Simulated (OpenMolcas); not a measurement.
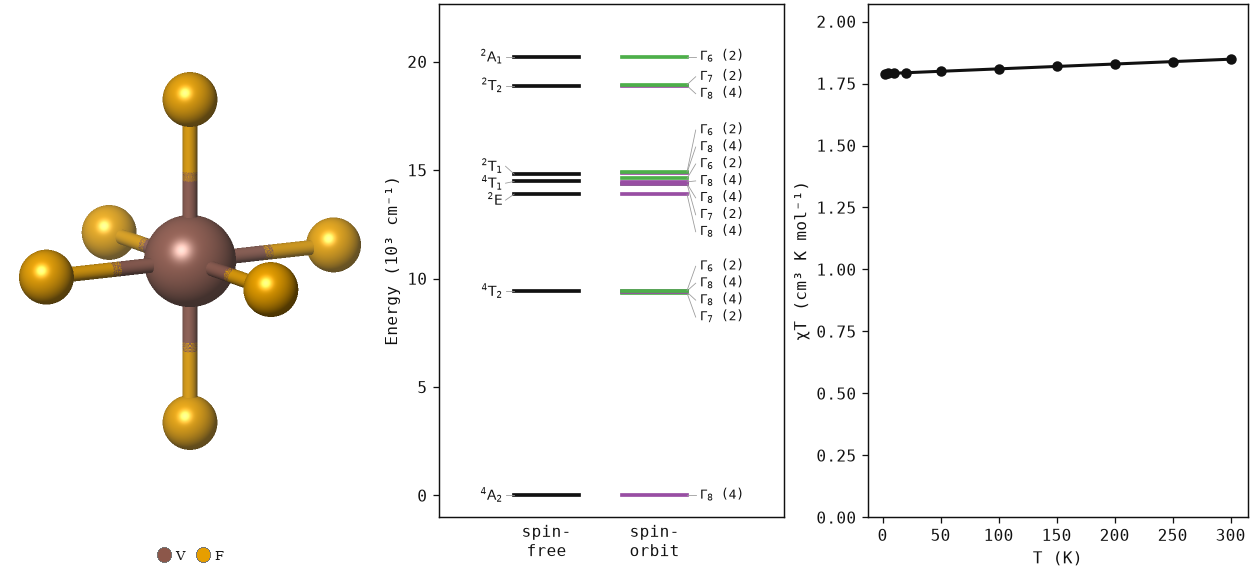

V²⁺ (3d³) as a dopant in KZnF₃, a cluster with its 6 nearest F⁻ at 2.211 Å (octahedron) embedded in model potentials and point charges; the geometry was set, not optimised, and its levels and susceptibility. Labels give the representation in O, Td, D4 or D3 as the site allows (double group for half-integer spin) where it could be assigned and, in brackets, the degeneracy; spin-free states, where drawn, share the zero of the spin-orbit levels. Level of the calculation: state-averaged SS-CASPT2, IPEA shift 0.25, imaginary shift 0.1 hartree, closed shells 3s 3p correlated, active space 3 electrons in the shell 3d, basis ANO-RCC-VDZP on all atoms, DKH2 scalar Hamiltonian, spin-orbit coupling by RASSI with atomic mean-field integrals (OpenMolcas). Powder susceptibility by Van Vleck's formula.

### Give the ground level, the first gap and the ligand-field bands.

The ground level is Γ₈, 4-fold degenerate, 100 % from states of spin multiplicity 4. The next level lies at 9,330 cm⁻¹ (Γ₇). The lowest spin-free state is ⁴A₂, from the free-ion F term; of the same spin there follow at 9,400 cm⁻¹ (⁴T₂) and 14,500 cm⁻¹ (⁴T₁) above it. χT is 1.79 cm³ K mol⁻¹ at 2 K and 1.85 at 300 K, an effective moment of 3.85 μB.

Note: the geometry is set by hand, with no relaxation and no charge compensation.
